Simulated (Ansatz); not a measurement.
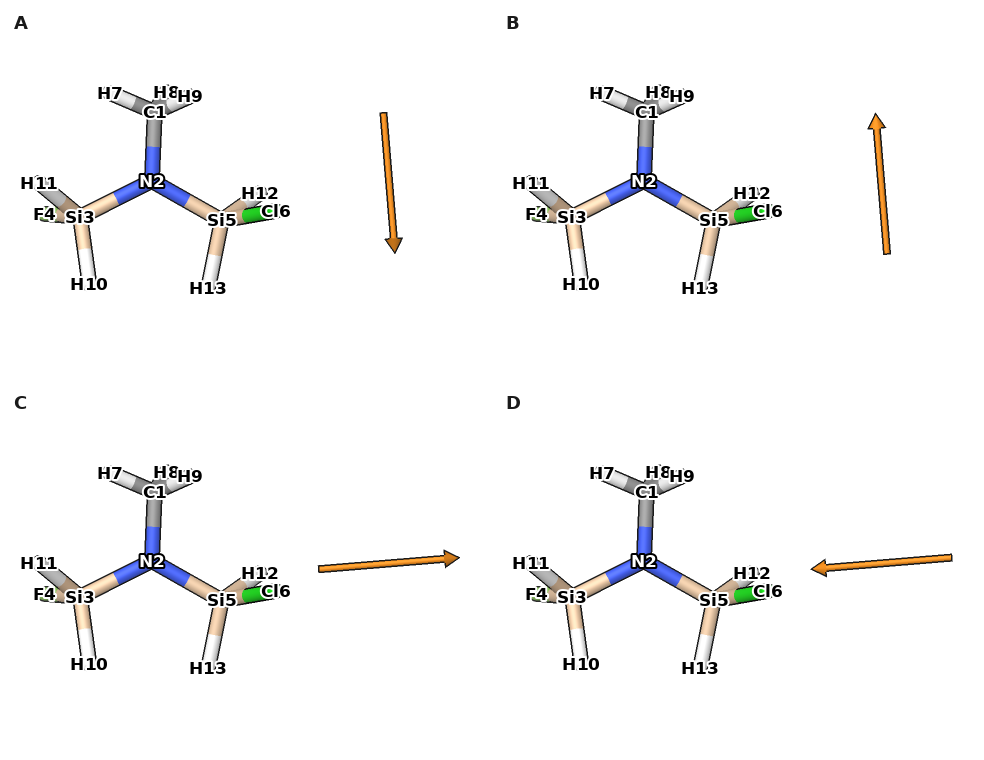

The same molecule four times, each with an arrow. Computed geometry: PBE0-D4/def2-TZVP optimisation. No frequency run is at hand to confirm it as a minimum. Method: RKS PBE0-D4/def2-TZVP (Ansatz 0.2.0).

Which arrow points along the dipole moment, from the negative to the positive end?

Answer. B. The dipole moment is 0.95 D; it points from the side of H13 to the side of H7 (the outermost atoms at the two ends).
